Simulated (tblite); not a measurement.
Relaxed scan, with input and output: C8H10OS

- system: C8H10OS, SMILES CC[S@](=O)c1ccccc1
- method: GFN2-xTB relaxed scan under a harmonic restraint, gas phase (tblite 0.8.0)

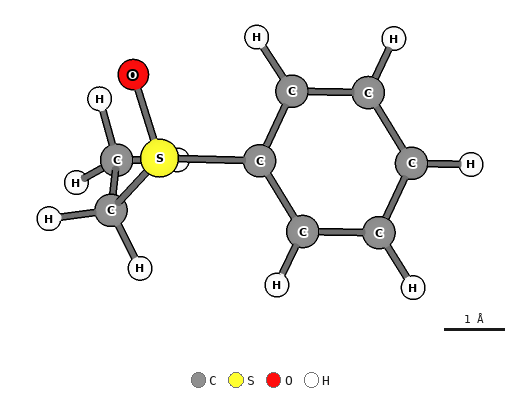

*The structure (ball-and-stick view, seen at a tilt).*

Bond lengths as drawn: C–C 1.38 to 1.51 Å, C–H 1.08 to 1.09 Å, C–S 1.82 to 1.87 Å and O–S 1.46 Å.

### Key numbers

```tsv
quantity	value
outcome	converged
hardware	1 CPU thread, shared host
wall time	7.4 s
peak memory	0.19 GiB
```

### Input
```
{"job": {"xc": "GFN2-xTB", "basis": "xTB", "coordinate": [["t", [4, 1, 3, 2], 0.3333333333333333], ["t", [1, 3, 4, 2], 0.3333333333333333], ["t", [3, 4, 1, 2], 0.3333333333333333]], "kind": "drive"}, "charge": 0, "multiplicity": 1}
C      2.373982    -0.522703    -0.050118
C      2.126346     0.938633    -0.344626
S      0.913584     1.660317     0.878601
O      1.318670     1.144049     2.187401
C     -0.476243     0.612840     0.339104
C     -1.136261     0.902559    -0.842215
C     -2.199064     0.107552    -1.235632
C     -2.597532    -0.958935    -0.444402
C     -1.941025    -1.230896     0.744853
C     -0.878166    -0.437688     1.141321
H      1.515279    -1.129234    -0.332145
H      3.248426    -0.883880    -0.587140
H      2.548864    -0.642416     1.018490
H      3.035480     1.525432    -0.216716
H      1.716119     1.112674    -1.336393
H     -0.821774     1.741232    -1.446119
H     -2.719023     0.320692    -2.157846
H     -3.427533    -1.576226    -0.754699
H     -2.257383    -2.057774     1.363016
H     -0.347893    -0.615551     2.065332
```

The first line tells a small driver script what to run in tblite; the rest is the geometry in Å.

Run as:
```bash
OMP_NUM_THREADS=1 python <driver script> task.json out
```

### Log
```
point  coordinate     E/eV
  0    -38.400     -802.69784
  1    -29.900     -802.29751
  2    -20.100     -801.67248
  3     -7.800     -800.87627
  4     19.700     -801.61204
  5     29.600     -802.22889
  6     37.800     -802.61199
  7     44.600     -802.74178
```
